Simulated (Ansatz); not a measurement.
## Nudged elastic band, with input and output: SiH₃Cl₂O

System: SiH₃Cl₂O, multiplicity 2.
Method: UKS BHLYP-D4/def2-SVP (Ansatz 0.2.0).

One setting was made poor on purpose. It belongs to a series of runs on one base structure; here: band between the two ends. Figures and captions count atoms from 1; the log counts them from 0 in places.

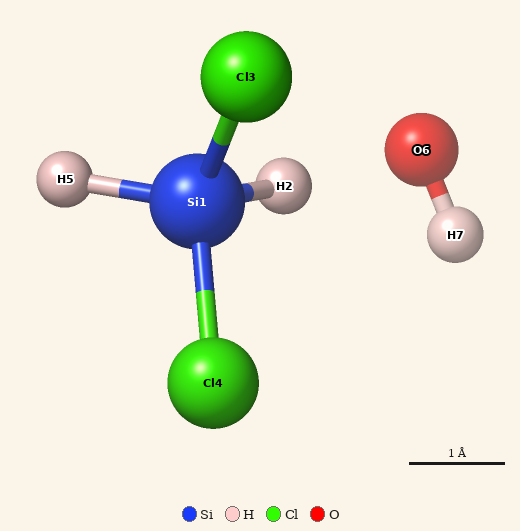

*The structure as given in the input (ball-and-stick view, seen at a tilt; atoms are numbered from 1 in the order of the input).*

The input
```yaml
crystal:
  periodic: [false, false, false]
  atoms:
    - { symbol: Si, position_ang: [0.034205, -0.020781, -0.235702] }
    - { symbol: H, position_ang: [0.024723, -0.218389, 1.217943] }
    - { symbol: Cl, position_ang: [1.969337, 0.262941, -0.862494] }
    - { symbol: Cl, position_ang: [-1.081586, 1.650306, -0.677562] }
    - { symbol: H, position_ang: [-0.532714, -1.160892, -0.969349] }
    - { symbol: O, position_ang: [-0.037327, -0.775733, 3.75938] }
    - { symbol: H, position_ang: [-0.573337, 0.008149, 3.950084] }
magnetization:
  spin_polarized: true
  initial_magnetization: 1
basis:
  gaussian: { orbitals: def2-SVP }
hamiltonian:
  xc: { name: BHLYP }
  dispersion: d4
neb:
  order_check: false
  images: 1
  f_tol: 0.05
  max_iterations: 60
  climbing: false
  final_atoms:
    - { symbol: Si, position_ang: [-0.45128521, 0.40233752, 0.03631538] }
    - { symbol: H, position_ang: [0.89497044, -0.76323799, 2.37937248] }
    - { symbol: Cl, position_ang: [1.63652618, 0.37452782, 0.04140367] }
    - { symbol: Cl, position_ang: [-1.02561238, 1.55979384, -1.59590227] }
    - { symbol: H, position_ang: [-0.92455547, -0.96983588, -0.22996179] }
    - { symbol: O, position_ang: [-0.06162353, -0.71520685, 2.40581833] }
    - { symbol: H, position_ang: [-0.26511903, -0.14277746, 3.14525422] }
  initial_path:
    images:
      - { positions_ang: [[0.034205, -0.020781, -0.235702], [0.024723, -0.218389, 1.217943], [1.969337, 0.262941, -0.862494], [-1.081586, 1.650306, -0.677562], [-0.532714, -1.160892, -0.969349], [-0.037327, -0.775733, 3.75938], [-0.573337, 0.008149, 3.950084]] }
      - { positions_ang: [[0.00103638, 0.00769895, 0.00038402], [-0.00418612, -0.00483735, 1.71033009], [2.00976557, 0.10308257, -0.70210401], [-1.07705905, 1.70415698, -0.69979364], [-0.63096107, -1.20977997, -0.49668738], [-0.00818699, -0.01444118, 3.02028878], [-0.48710773, -0.84027901, 3.34988215]] }
      - { positions_ang: [[-0.45128521, 0.40233752, 0.03631538], [0.89497044, -0.76323799, 2.37937248], [1.63652618, 0.37452782, 0.04140367], [-1.02561238, 1.55979384, -1.59590227], [-0.92455547, -0.96983588, -0.22996179], [-0.06162353, -0.71520685, 2.40581833], [-0.26511903, -0.14277746, 3.14525422]] }
```

Hardware: 2 threads of Arm Neoverse V1, 24 GiB of memory available, shared host.

Launch command:
```bash
ansatz run input.yaml --threads 2 --pin off --max-ram 3072MiB --backend cpu --events-out ev --progress --plain --runs-dir out
```

What the program printed
```
Engine: ansatz 0.2.0, aarch64-unknown-linux-gnu
Functional definition: BHLYP
  parameter a = 0.5
  exchange = (1 - a)*b88_x + a*exact_x
  correlation = lyp_c
824 factors; integrals over basis functions are off by at most 2.7e-4 eV
mean field evaluation 1: about -34991.6536 eV, gradient 4.2e1 eV
mean field evaluation 2: about -34699.7756 eV, gradient 1.1e2 eV
mean field evaluation 4: about -34994.9710 eV, gradient 2.9e1 eV
mean field evaluation 8: about -35005.9185 eV, gradient 1.4e0 eV
mean field evaluation 16: about -35005.9410 eV, gradient 3.0e-3 eV
mean field evaluation 32: about -35005.9410 eV, gradient 2.0e-7 eV
mean field -35005.94104239 eV, -1286.4446054289 hartree, gradient 8.0e-8 eV, S^2 0.752570; 2 other end points of the search recorded, 0 dependent functions left out
the calculation of the forces begins
reference -35005.94120492 eV, -1286.4446114016 hartree; 30, 29 occupied and 53, 54 virtual orbitals, 824 factors
828 factors; integrals over basis functions are off by at most 1.3e-3 eV
mean field -35007.05804267 eV, -1286.4856544319 hartree, gradient 8.3e-5 eV, S^2 0.752454; 0 other end points of the search recorded, 0 dependent functions left out
[... from here on the field's lines of each further geometry are left out, up to the last ...]
NEB iter   1: max|band force component| = 2.339e0 eV/Å  barrier→ = 0.4369 eV  barrier← = 1.6052 eV  Δτ_max = 0.1899 Å  (222 SCF iters)
NEB iter   2: max|band force component| = 2.336e0 eV/Å  barrier→ = 0.1958 eV  barrier← = 1.3641 eV  Δτ_max = 0.0757 Å  (39 SCF iters)
NEB iter   3: max|band force component| = 2.267e0 eV/Å  barrier→ = 0.0286 eV  barrier← = 1.1969 eV  Δτ_max = 0.0856 Å  (35 SCF iters)
NEB iter   4: max|band force component| = 1.927e0 eV/Å  barrier→ = 0.0000 eV  barrier← = 1.1683 eV  Δτ_max = 0.1856 Å  (32 SCF iters)
NEB iter   5: max|band force component| = 3.662e0 eV/Å  barrier→ = 0.0000 eV  barrier← = 1.1683 eV  Δτ_max = 0.0897 Å  (32 SCF iters)
NEB iter   6: max|band force component| = 1.183e0 eV/Å  barrier→ = 0.0000 eV  barrier← = 1.1683 eV  Δτ_max = 0.1803 Å  (30 SCF iters)
NEB iter   7: max|band force component| = 5.015e-1 eV/Å  barrier→ = 0.0000 eV  barrier← = 1.1683 eV  Δτ_max = 0.1947 Å  (30 SCF iters)
NEB iter   8: max|band force component| = 2.805e-1 eV/Å  barrier→ = 0.0000 eV  barrier← = 1.1683 eV  Δτ_max = 0.2000 Å  (31 SCF iters)
NEB iter   9: max|band force component| = 5.842e-1 eV/Å  barrier→ = 0.0000 eV  barrier← = 1.1683 eV  Δτ_max = 0.0981 Å  (32 SCF iters)
NEB iter  10: max|band force component| = 7.231e-1 eV/Å  barrier→ = 0.0000 eV  barrier← = 1.1683 eV  Δτ_max = 0.0503 Å  (29 SCF iters)
NEB iter  11: max|band force component| = 7.219e-1 eV/Å  barrier→ = 0.0000 eV  barrier← = 1.1683 eV  Δτ_max = 0.0252 Å  (27 SCF iters)
NEB iter  12: max|band force component| = 6.504e-1 eV/Å  barrier→ = 0.0000 eV  barrier← = 1.1683 eV  Δτ_max = 0.0252 Å  (26 SCF iters)
NEB iter  13: max|band force component| = 1.845e-1 eV/Å  barrier→ = 0.0000 eV  barrier← = 1.1683 eV  Δτ_max = 0.0501 Å  (27 SCF iters)
NEB iter  14: max|band force component| = 1.741e-1 eV/Å  barrier→ = 0.0000 eV  barrier← = 1.1683 eV  Δτ_max = 0.0500 Å  (30 SCF iters)
NEB iter  15: max|band force component| = 1.747e-1 eV/Å  barrier→ = 0.0000 eV  barrier← = 1.1683 eV  Δτ_max = 0.0463 Å  (30 SCF iters)
NEB iter  16: max|band force component| = 1.083e0 eV/Å  barrier→ = 0.0000 eV  barrier← = 1.1683 eV  Δτ_max = 0.0192 Å  (27 SCF iters)
NEB iter  17: max|band force component| = 3.020e-1 eV/Å  barrier→ = 0.0000 eV  barrier← = 1.1683 eV  Δτ_max = 0.0444 Å  (26 SCF iters)
NEB iter  18: max|band force component| = 1.108e-1 eV/Å  barrier→ = 0.0000 eV  barrier← = 1.1683 eV  Δτ_max = 0.0884 Å  (27 SCF iters)
NEB iter  19: max|band force component| = 1.727e-1 eV/Å  barrier→ = 0.0000 eV  barrier← = 1.1683 eV  Δτ_max = 0.0441 Å  (30 SCF iters)
NEB iter  20: max|band force component| = 8.945e-2 eV/Å  barrier→ = 0.0000 eV  barrier← = 1.1683 eV  Δτ_max = 0.0873 Å  (26 SCF iters)
NEB iter  21: max|band force component| = 5.498e-2 eV/Å  barrier→ = 0.0000 eV  barrier← = 1.1683 eV  Δτ_max = 0.0912 Å  (29 SCF iters)
NEB iter  22: max|band force component| = 6.480e-2 eV/Å  barrier→ = 0.0000 eV  barrier← = 1.1683 eV  Δτ_max = 0.0909 Å  (29 SCF iters)
NEB iter  23: max|band force component| = 6.511e-2 eV/Å  barrier→ = 0.0000 eV  barrier← = 1.1683 eV  Δτ_max = 0.0904 Å  (28 SCF iters)
NEB iter  24: max|band force component| = 5.002e-2 eV/Å  barrier→ = 0.0000 eV  barrier← = 1.1683 eV  Δτ_max = 0.0116 Å  (29 SCF iters)
NEB iter  25: max|band force component| = 5.011e-2 eV/Å  barrier→ = 0.0000 eV  barrier← = 1.1683 eV  Δτ_max = 0.0058 Å  (26 SCF iters)
the calculation of the forces begins
reference -35006.84953813 eV, -1286.4779920314 hartree; 30, 29 occupied and 53, 54 virtual orbitals, 826 factors
826 factors; integrals over basis functions are off by at most 9.8e-4 eV
mean field evaluation 256: about -35006.8494 eV, gradient 6.1e-5 eV
mean field -35006.84937960 eV, -1286.4779862055 hartree, gradient 1.8e-5 eV, S^2 0.752739; 1 other end points of the search recorded, 0 dependent functions left out
the calculation of the forces begins
reference -35006.84953813 eV, -1286.4779920314 hartree; 30, 29 occupied and 53, 54 virtual orbitals, 826 factors
NEB iter  26: max|band force component| = 1.449e-2 eV/Å  barrier→ = 0.0000 eV  barrier← = 1.1683 eV  Δτ_max = 0.0000 Å  (54 SCF iters)
```

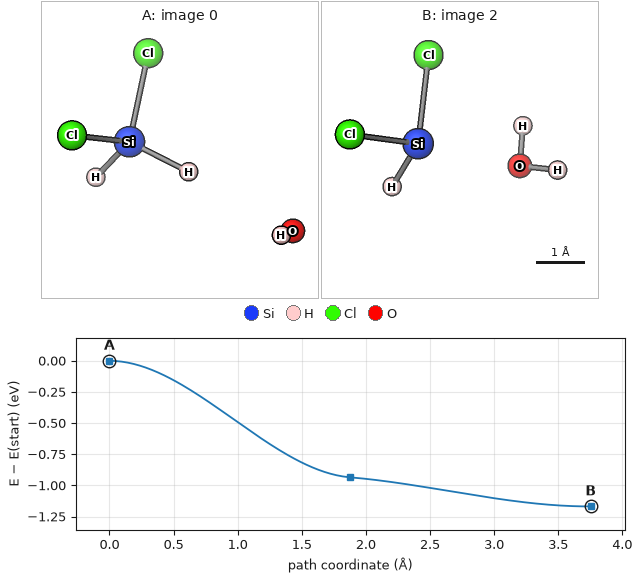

*Images of the last band (counted from 0; ball-and-stick, seen at a tilt) above the energy along the path; the line is a cubic interpolation that uses the forces.*

No image lies above both ends; the end is 1.168 eV below the start. The path is 3.75 Å long. The band converged in 26 iterations.

```
Total energy: -35006.12818553 eV, -1286.4514828123 hartree
Atom 0 at     0.034205    -0.020781    -0.235702 Å, force     0.000193    -0.005085    -0.003708 eV/Å
Atom 1 at     0.024723    -0.218389     1.217943 Å, force     0.001747     0.005062     0.002293 eV/Å
Atom 2 at     1.969337     0.262941    -0.862494 Å, force    -0.002654     0.001604     0.002606 eV/Å
Atom 3 at    -1.081586     1.650306    -0.677562 Å, force    -0.000386    -0.002649     0.004099 eV/Å
Atom 4 at    -0.532714    -1.160892    -0.969349 Å, force     0.001334     0.000150    -0.004984 eV/Å
Atom 5 at    -0.037327    -0.775733     3.759380 Å, force    -0.022643     0.016996     0.006118 eV/Å
Atom 6 at    -0.573337     0.008149     3.950084 Å, force     0.022409    -0.016078    -0.006423 eV/Å
Dipole moment:    -0.296717     0.017942     0.283176 e Å
this run last wrote the band of iteration 26 to [file]
```

The last band as extended XYZ (Å, eV, eV/Å)
```
7
Properties=species:S:1:pos:R:3:forces:R:3 image=0 energy=-35006.12802
Si    0.0342   -0.0208   -0.2357    0.0002  -0.0051  -0.0037
H     0.0247   -0.2184    1.2179    0.0017   0.0051   0.0023
Cl    1.9693    0.2629   -0.8625   -0.0027   0.0016   0.0026
Cl   -1.0816    1.6503   -0.6776   -0.0004  -0.0026   0.0041
H    -0.5327   -1.1609   -0.9693    0.0013   0.0001  -0.0050
O    -0.0373   -0.7757    3.7594   -0.0226   0.0170   0.0061
H    -0.5733    0.0081    3.9501    0.0224  -0.0161  -0.0064
7
Properties=species:S:1:pos:R:3:forces:R:3 image=1 energy=-35007.06301
Si    0.0009    0.0712   -0.2132    0.0036   0.0123   0.0002
H     0.4806    0.0101    2.6357    0.0357   0.0034   0.1178
Cl    1.9214    0.2972   -0.9443   -0.0085  -0.0057  -0.0166
Cl   -1.2163    1.5597   -0.9692   -0.0093   0.0012  -0.0133
H    -0.5201   -1.2298   -0.6847   -0.0062  -0.0089   0.0255
O    -0.1124   -0.6937    2.8931   -0.0125   0.0080  -0.0690
H    -0.7507   -0.2692    3.4649   -0.0028  -0.0103  -0.0447
7
Properties=species:S:1:pos:R:3:forces:R:3 image=2 energy=-35007.29632
Si   -0.4513    0.4023    0.0363   -0.0044   0.0060   0.0148
H     0.8950   -0.7632    2.3794   -0.0264   0.0053   0.0061
Cl    1.6365    0.3745    0.0414    0.0012  -0.0009  -0.0042
Cl   -1.0256    1.5598   -1.5959    0.0014  -0.0055  -0.0038
H    -0.9246   -0.9698   -0.2300    0.0013   0.0021  -0.0091
O    -0.0616   -0.7152    2.4058    0.0123   0.0136   0.0246
H    -0.2651   -0.1428    3.1453    0.0146  -0.0206  -0.0285
```

Key numbers

- outcome: converged
- barrier, forward: 0.000 eV
- barrier, backward: 1.168 eV
- wall time: 77 s (CPU time 2.5 min)
- peak memory: 0.27 GiB

Remarks

A deliberately poor setting: few images. The order of the saddle point was not checked.
